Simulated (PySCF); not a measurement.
**CH₂Cl₂, SMILES `ClCCl`: what the electrons do**

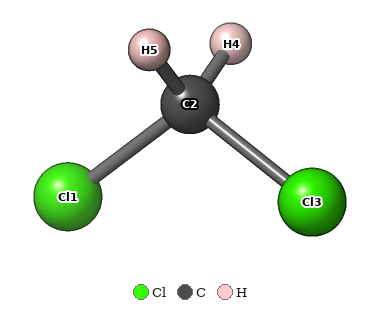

The molecule, with its atoms numbered as below. No frequency check shows the geometry to be a minimum.

Geometry (Å), atoms numbered from 1:

```
Cl1      1.4619   -0.2195    0.0000
C2      -0.0000    0.7810    0.0000
Cl3     -1.4619   -0.2195    0.0000
H4       0.0000    1.3893    0.9030
H5      -0.0000    1.3893   -0.9030
```

## 1. Bonding charge

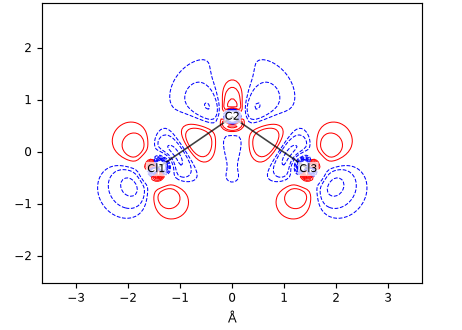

Deformation density (molecule less spherical, spin-averaged free atoms) in the plane of Cl1, C2 and Cl3; contours at ±0.05 to ±0.8 e/Å³; solid red lines: gain, dashed blue lines: loss.

Method: PBE0/def2-SVPD; geometry: GFN2-xTB; program: PySCF.

Question: Describe the bonding that the map shows.

Answer: C2–Cl3 and Cl1–C2: +0.19 e/Å³ at the bond critical point (bond length 1.77 Å). In all, 1.2 electrons gather in the regions of gain relative to the promolecule.

## 2. Local ionisation energy

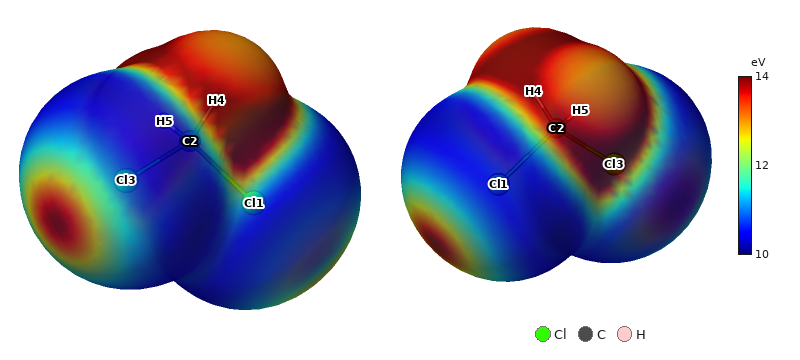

Average local ionisation energy on the surface of electron density 0.001 a.u. (back view left, front view right).

Question: Where are the most loosely bound electrons on this surface?

Answer: The lowest value is 10.2 eV, 2.1 Å from Cl3, and at like points elsewhere. For comparison, the highest occupied orbital lies at −8.9 eV.

Question: What volume does the surface enclose, and what is the dipole moment?

Answer: About 85 Å³; the dipole moment is 1.7 D.

## 3. Excited states

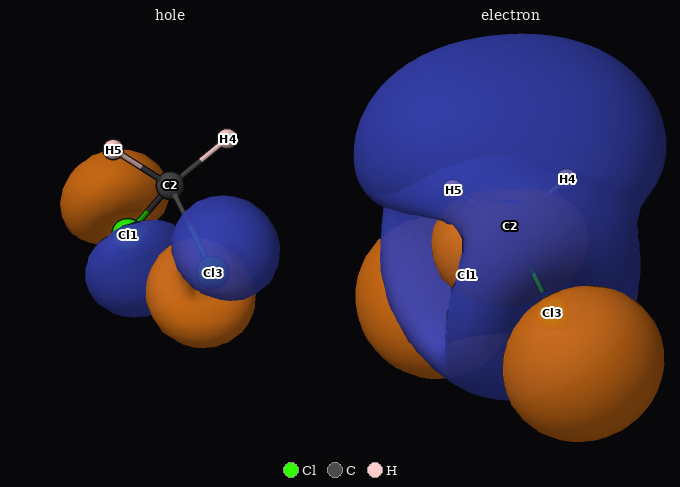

Leading natural transition orbital pair of S₂ (full linear response singlet states); the surfaces enclose about 70 % of each orbital's density.

Computed with PySCF, B3LYP/aug-cc-pVDZ, geometry: GFN2-xTB.

Question: Give its energy and the atoms that hole and electron lie on.

Answer: 6.82 eV (182 nm), f = 0.013, partly diffuse acceptor orbital; the leading pair carries 97 %; hole on Cl1 and Cl3 (48 % each), electron on C2 (27 %), Cl1 and Cl3 (26 % each) and H4 and H5 (11 % each) (atom shares of so diffuse an orbital are rough); their centroids lie 0.7 Å apart. In canonical orbitals it is mainly HOMO−1 → LUMO (94 %). The HOMO–LUMO gap is 7.80 eV.

## 4. In an electric field

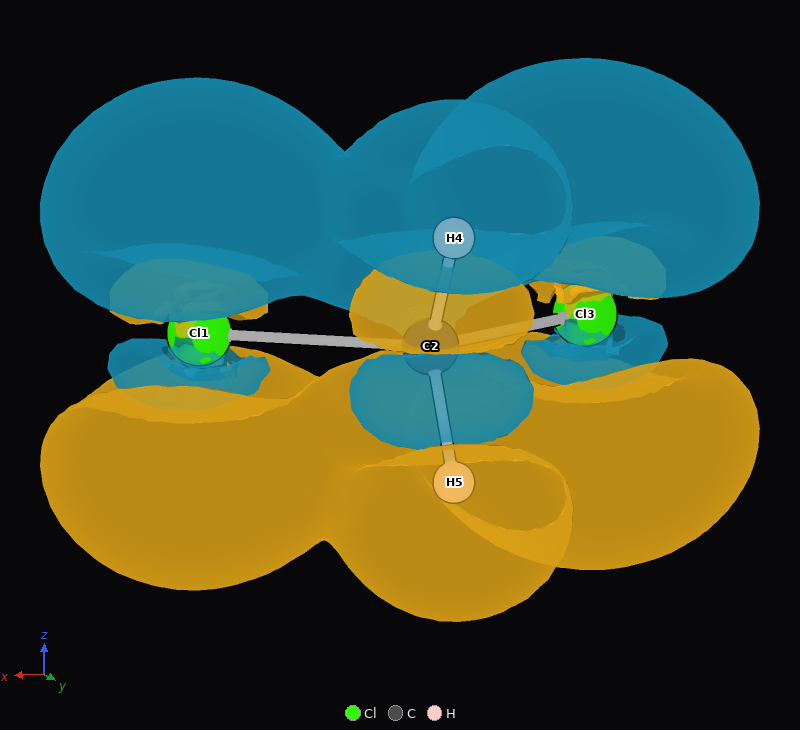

Change of the electron density in a uniform field of 0.21 V/Å, surfaces at ±0.0008 e/Å³ (yellow: gain, teal: loss).

PySCF calculation, PBE0/def2-SVPD, gas phase; geometry: GFN2-xTB.

The field was applied in both directions; the picture shows the one opposite to the script's first.

Question: Along which Cartesian direction does the field point?

Answer: Along +z: electrons gather on the −z side, against the field.

Question: What dipole is induced, and what polarisability does it imply?

Answer: The induced dipole is 0.35 D (along the field); α along this axis, from the fields in both directions, is 35 bohr³ (5.2 Å³).

## 5. Removing or adding an electron

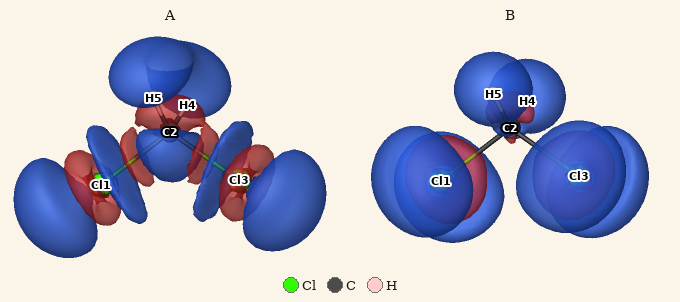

The two Fukui functions at ±0.015 e/Å³ (blue positive, red negative).

Method: PBE0/6-311G**; geometry: GFN2-xTB; program: PySCF.

Question: Which panel is f⁻ (electron removed) and which f⁺ (electron added)?

Answer: A is f⁺, B is f⁻. f⁻ (Hirshfeld-condensed) is largest on Cl1 and Cl3 (0.38 each); the vertical ionisation energy is 11.24 eV. f⁺ (Hirshfeld-condensed) is largest on Cl1 and Cl3 (0.31 each); the vertical electron affinity is −1.75 eV (the stability of the anion's solution wasn't checked; negative, but this basis has no diffuse functions, so it doesn't show that the anion is unbound).

Question: What chemical potential and hardness follow from the two energies?

Answer: μ = −(I + A)/2 = −4.75 eV and η = I − A = 12.99 eV.

## 6. Stretching a bond

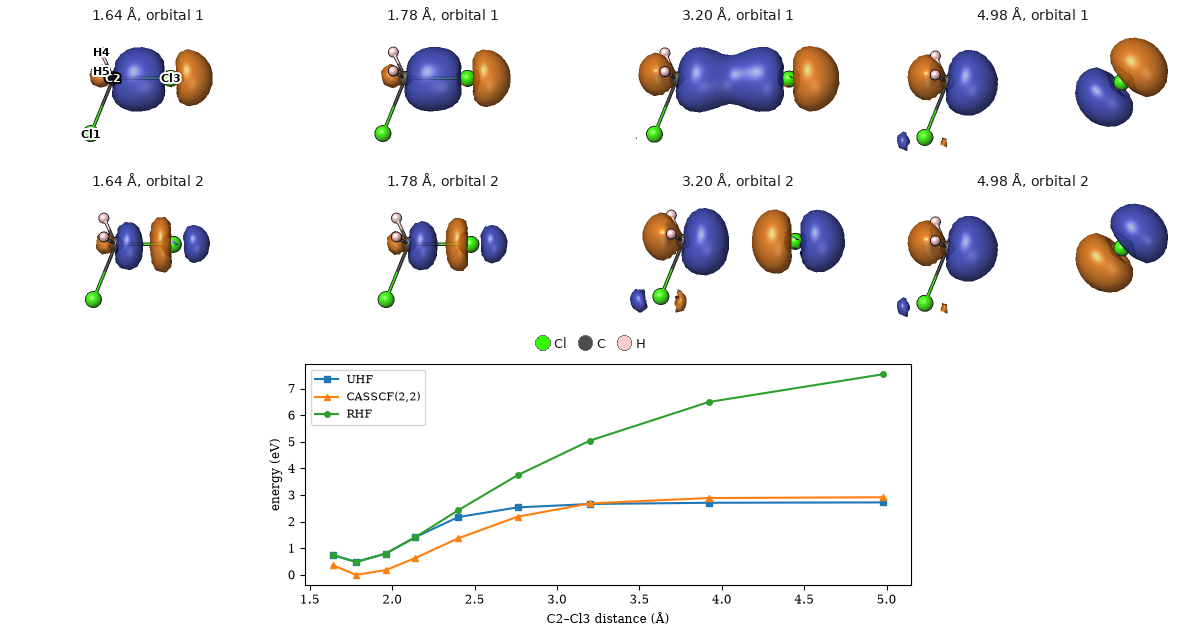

Rigid stretch of the C2–Cl3 bond. The two CASSCF(2,2) natural orbitals nearest half filling (orbital 1 the more occupied). Below: energies along the scan, from the lowest point of the three curves.

Level of theory: def2-SVP basis (PySCF), at a geometry from GFN2-xTB.

Question: How do the occupations change along the stretch?

Answer: 1.64 Å: 1.98 and 0.02; 1.78 Å: 1.97 and 0.03; 3.20 Å: 1.41 and 0.59; 4.98 Å: 1.01 and 0.99. At the longest distance computed (4.98 Å) they are 1.01 and 0.99, and the effective number of unpaired electrons is 2.0.

Question: Where does the UHF solution part from RHF?

Answer: Between 2.14 Å (⟨S²⟩ = 0, the two coincide) and 2.40 Å (⟨S²⟩ = 0.50); at 4.98 Å ⟨S²⟩ is 1.02 and UHF lies 4.8 eV below RHF.

Question: How much energy does the stretch cost?

Answer: By CASSCF, 2.9 eV from the lowest point of the scan (1.78 Å) to 4.98 Å; RHF gives 7.1 eV from its own lowest point. The fragments aren't relaxed and dynamic correlation is missing, so this isn't a bond dissociation energy.
